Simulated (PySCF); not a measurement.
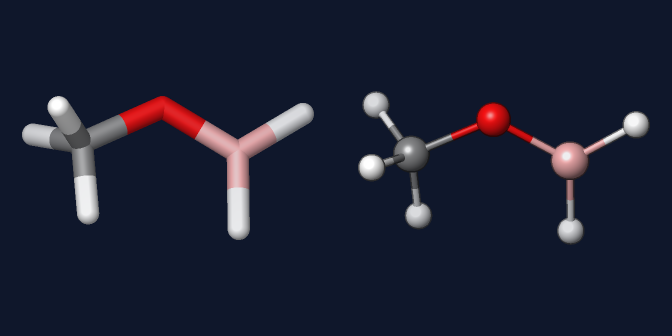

Two views of one molecule. Colours: boron pink, hydrogen white, oxygen red, carbon grey.

The geometry was computed by an optimisation with PBE0-D3(BJ)/def2-SVP. No frequency run is at hand to confirm it as a minimum.

Description:

The molecule is CH₅BO. SMILES: `BOC`. It has no ring. Among its groups: B–H bond. Coordination: 1 B trigonal planar; 1 O bent; 1 C tetrahedral.

More results for the same structure follow; atom numbers are the same in all pictures, views and colours differ.

### NMR shielding

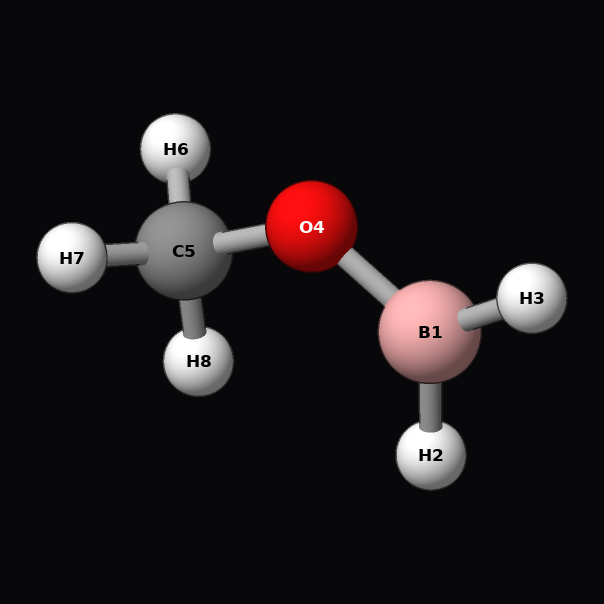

The questions are on isotropic NMR shieldings of the H atoms. No frequency run is at hand to confirm it as a minimum. Method: GIAO ωB97X-D/pcSseg-1 NMR shielding, non-relativistic, gas phase (PySCF 2.14.0).

Give the isotropic NMR shieldings of the H atoms atom by atom.

```csv
atom,σ (ppm)
H2,26.40
H3,26.54
H6,27.25
H7,27.27
H8,27.58
```

### Core levels

No frequency run is at hand to confirm it as a minimum. Level of theory: delta-SCF UKS SCAN, pcX-2 on the ionised atom (unc-x2c-TZVPall on a metal), pcseg-1 elsewhere, spin-free X2C (PySCF 2.14.0).

Give the core-electron binding energies (to vacuum) of B1 1s, O4 1s, C5 1s.

```
atom  level  binding energy (eV)
  B1     1s                196.7
  O4     1s                539.2
  C5     1s                292.7
```

### Charges

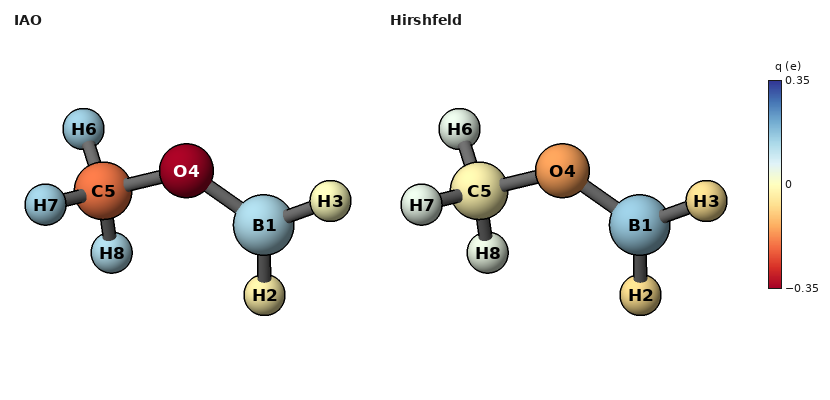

Atomic charges of one calculation by 2 schemes, on one colour scale. No frequency run is at hand to confirm it as a minimum. Method: PBE0/pcSseg-1 (PySCF 2.14.0).

Which scheme gives the most polar picture (largest mean size of the charges)?

Answer. The IAO charges are the largest in size here.

On which atom do the schemes disagree most?

Answer. On O4 (from −0.34 to −0.15 e).

List the charges (e), one line for each set of equivalent atoms. Atoms whose distances differ by more than 0.02 Å in this geometry are listed apart.

| atom | IAO | Hirshfeld |
| --- | --- | --- |
| B1 | 0.14 | 0.16 |
| H2 | −0.03 | −0.07 |
| H3 | 0.00 | −0.06 |
| O4 | −0.34 | −0.15 |
| C5 | −0.19 | −0.02 |
| H6 | 0.15 | 0.05 |
| H7 | 0.15 | 0.05 |
| H8 | 0.13 | 0.05 |
